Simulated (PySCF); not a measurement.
# SiH3Cl (SMILES [SiH3]Cl) at CCSD(T)/aug-cc-pVDZ

Aim: the energy change on altering one bond length of SiH3Cl at CCSD(T)/aug-cc-pVDZ, from 2 runs. Input form: a Python script.

The calculation is run with PySCF 2.14.0.

3 further runs of the same task are left out: 3 set aside as unsound or not needed. Runs told in other sessions of the task aren't counted.

## 1. The system as given

SiH3Cl: 5 atoms, total charge 0, spin state singlet. SMILES: `[SiH3]Cl`. Geometry: relaxed at PBE0-D4/def2-TZVP.

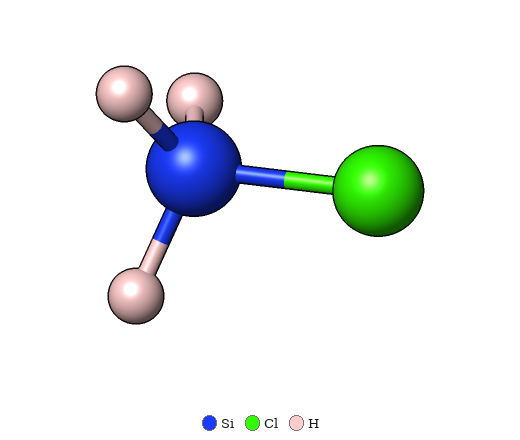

Viewed from a chosen angle; silicon blue, chlorine green, hydrogen pink.

## 2. The energy at CCSD(T)/aug-cc-pVDZ

Contents of input.py:

```python
# [SiH3]Cl
from pyscf import gto, cc

mol = gto.Mole()
mol.atom = '''
Si    -0.112000     0.018600    -0.030900
Cl     1.838300    -0.513500     0.329900
H     -0.950900    -0.488300     1.079100
H     -0.534700    -0.585700    -1.314900
H     -0.190800     1.495400    -0.104700
'''
mol.max_memory = 1860
mol.basis = 'aug-cc-pvdz'
mol.charge = 0
mol.verbose = 3
mol.build()

mf = mol.RHF()
mf.conv_tol = 1e-10
mf.kernel()
if not mf.converged:
    mf = mf.newton().run(mf.mo_coeff, mf.mo_occ)

mycc = cc.CCSD(mf, frozen=10)
mycc.kernel()
e_t = mycc.ccsd_t()
etot = mycc.e_tot + e_t
print('E = %.10f Eh' % etot)
```

On the command line:

```bash
$ OMP_NUM_THREADS=1 python input.py
```

The program printed:

```text
converged SCF energy = -750.225540757032
E(CCSD) = -750.5174575355798  E_corr = -0.291916778548152
CCSD(T) correction = -0.00721101772983444
E = -750.5246685533 Eh
```

Wall time 7.8 s (1 thread of Arm Neoverse V2, shared host); peak memory 0.31 GiB.

## 3. The distorted shape

Contents of run.py:

```python
from pyscf import gto, cc

mol = gto.M(
    atom=[
    ('Si', (-0.017442, -1.753530, 0.057658)),
    ('Cl', (1.932858, -2.285630, 0.418458)),
    ('H', (-0.856342, -2.260430, 1.167658)),
    ('H', (-0.440142, -2.357830, -1.226342)),
    ('H', (-0.190800, 1.495400, -0.104700)),
],
    basis='aug-cc-pvdz',
    spin=0,
    charge=0,
    verbose=3,
    max_memory=1860,
)

mf = mol.RHF()
mf.conv_tol = 1e-10
mf.kernel()
if not mf.converged:
    mf = mf.newton().run(mf.mo_coeff, mf.mo_occ)

mycc = cc.CCSD(mf, frozen=10)
mycc.kernel()
e_t = mycc.ccsd_t()
e_tot = mycc.e_tot + e_t
print('E = %.10f Eh' % e_tot)
```

On the command line:

```bash
$ OMP_NUM_THREADS=1 python run.py
```

The program printed:

```text
converged SCF energy = -750.029833937838
E(CCSD) = -750.3725283187167  E_corr = -0.3426943808788603
CCSD(T) correction = -0.017592026399095
E = -750.3901203451 Eh
```

Wall time 9 s (1 thread of Arm Neoverse V2, shared host); peak memory 0.3 GiB.

## 4. Results

Level: CCSD(T)/aug-cc-pVDZ, 10 core orbitals frozen.

| quantity | value |
| --- | --- |
| first shape: total energy | -750.52467 Eh |
| first shape: dipole moment (Hartree–Fock density) | 1.55 D |
| first shape: HOMO energy (Hartree–Fock orbitals) | -12.28 eV |
| first shape: LUMO energy (Hartree–Fock orbitals) | 1.04 eV |
| first shape: HOMO–LUMO gap (Hartree–Fock orbitals) | 13.33 eV |
| first shape: correlation energy (10 core orbitals frozen) | -299.1 mEh |
| first shape: (T) correction | -7.21 mEh |
| first shape: T1 diagnostic | 0.009 |
| distorted shape: total energy | -750.39012 Eh |
| distorted shape: dipole moment (Hartree–Fock density) | 3.51 D |
| distorted shape: HOMO energy (Hartree–Fock orbitals) | -8.29 eV |
| distorted shape: LUMO energy (Hartree–Fock orbitals) | -1.32 eV |
| distorted shape: HOMO–LUMO gap (Hartree–Fock orbitals) | 6.97 eV |
| distorted shape: correlation energy (10 core orbitals frozen) | -360.3 mEh |
| distorted shape: (T) correction | -17.59 mEh |
| distorted shape: T1 diagnostic | 0.046 |
| energy change with the Si1–H5 bond stretched from 1.481 to 3.258 Å | 3.661 eV |

**Reading.** One bond (distorted shape) is far stretched, which a spin-restricted single reference describes badly; perturbation theory on it can break down and give far too much correlation. With the Si1–H5 bond stretched from 1.481 to 3.258 Å the energy rises by 3.66 eV (84 kcal/mol). The first shape isn't relaxed at this level, so the change isn't measured from a minimum. A restricted reference can't describe the breaking bond well at this length. Mulliken charges (first shape) of the mean-field density run from -0.53 on Cl2 to +0.74 on Si1; in a basis this large or diffuse they mean little. The triples (first shape) make up 2.4 % of the correlation energy. The T1 diagnostic (distorted shape) of 0.046 is above the customary mark for such species, so a single reference may not serve. Mulliken charges (distorted shape) of the mean-field density run from -0.45 on Cl2 to +0.70 on Si1; in a basis this large or diffuse they mean little.
